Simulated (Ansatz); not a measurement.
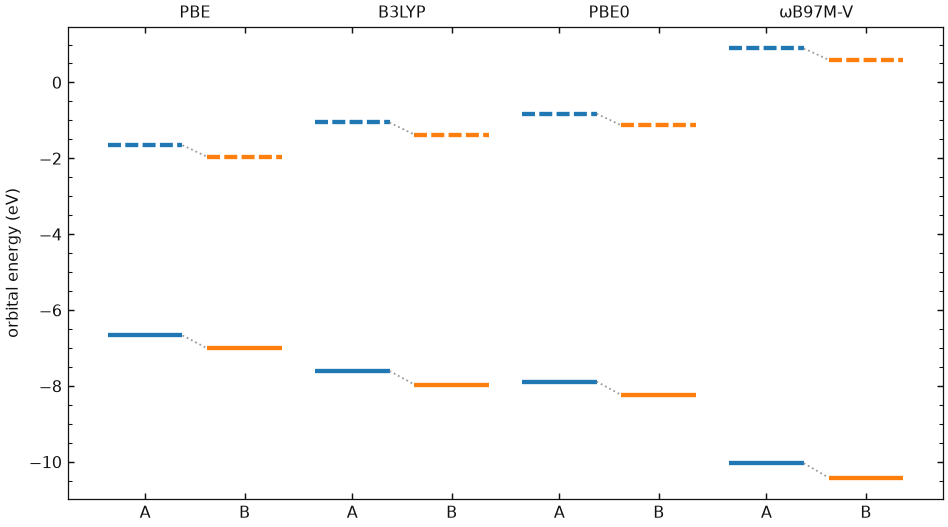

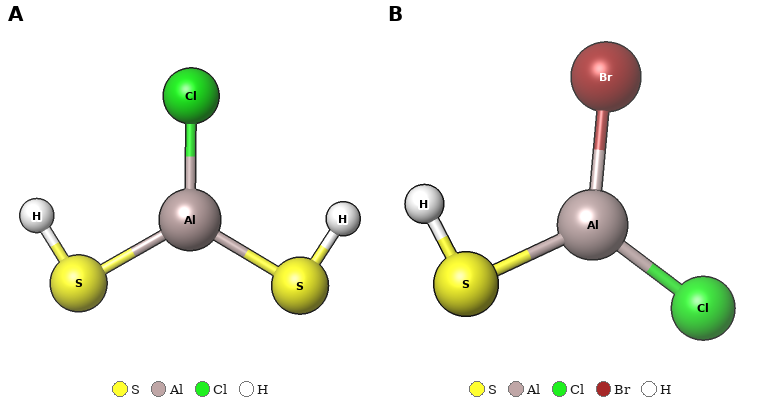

One change: A, AlH₂S₂Cl (SMILES [SH][Al]([SH])[Cl]), becomes B, AlHSBrCl (SMILES [SH][Al]([Cl])[Br]). SH on Al is replaced by Br. HOMO (solid) and LUMO (dashed) computed in def2-TZVPP at PBE0-D4/def2-TZVP geometries, both minima by their frequencies, gas phase, the Ansatz code 0.2.0. Empty levels above zero depend strongly on the basis.

> What does the change do to HOMO and LUMO?

PBE: the HOMO falls by 0.34 eV, the LUMO falls by 0.31 eV, and the separation goes from 5.01 to 5.05 eV. B3LYP: the HOMO falls by 0.35 eV, the LUMO falls by 0.32 eV, and the separation goes from 6.55 to 6.59 eV. PBE0: the HOMO falls by 0.36 eV, the LUMO falls by 0.31 eV, and the separation goes from 7.06 to 7.11 eV. ωB97M-V: the HOMO falls by 0.38 eV, the LUMO falls by 0.30 eV, and the separation goes from 10.93 to 11.01 eV.

> Do the functionals agree on the effect?

They agree on the direction for both levels; the HOMO shift lies between −0.38 and −0.34 eV and the LUMO shift between −0.32 and −0.30 eV, while the separations themselves differ by up to 6.0 eV between functionals.
